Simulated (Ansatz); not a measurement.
**Scan of one atom of the cell for CdS (zinc blende)**

Relaxed CdS (zinc blende):

```yaml
crystal:
  lattice:
    - [0.00000, 5.92662, 5.92662]
    - [2.96331, 0.00000, 2.96331]
    - [2.96331, 2.96331, 0.00000]
  atoms:
    - { symbol: S, position: [0.37500, 0.75000, 0.75000] }
    - { symbol: S, position: [0.87500, 0.75000, 0.75000] }
    - { symbol: Cd, position: [0.00000, 0.00000, 0.00000] }
    - { symbol: Cd, position: [0.50000, 0.00000, 0.00000] }
```

Scan: atom 2 (S, nearest neighbour Cd at 2.566 Å; its periodic images, 4.2 Å or more away, move with it) is displaced along Cartesian [110], direction (0.707, 0.707, 0.000) in Cartesian axes, by s. The other atoms stay.

The numbers are results of PBE (plane waves to 420 eV, PAW, scalar-relativistic; Ansatz, a first-principles code), not measurements. k mesh 4×8×8 (Γ-centred), Fermi-Dirac smearing 0.05 eV. The energy includes the smearing's −TS. F⊥ is the part of the force across the line. CdS was relaxed with its symmetry unable to fall. ΔE is measured from the undisplaced structure.

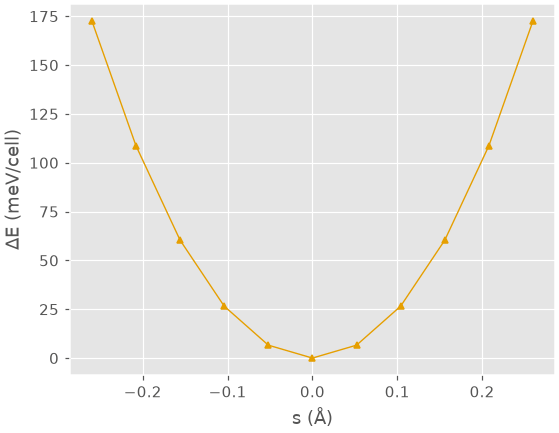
Fig. 1. ΔE (meV/cell) against s (Å); computed points joined by lines.

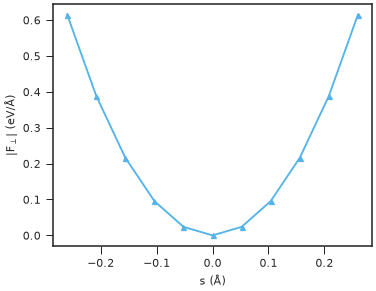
|F⊥| (eV/Å) against s (Å); markers are the computed points, lines only join them.

The energy at s = 0.260 Å is 172.6 meV/cell and the force along the line at s = -0.260 Å comes out as 1.39 eV/Å. Harmonic estimate at the end of the scan: ½ks² = 164.9 meV/cell against the computed 172.6 meV/cell, so the well is close to harmonic there. Shape of the curve: a single well with its minimum at or next to zero displacement. Symmetry of the curve: even: the same for both signs.

With its periodic images moving along, the atom's site symmetry in this cell is 3m.

(For displaced atoms, the force is minus the slope of the energy, and its curvature is a force constant, which sets phonon frequencies.)
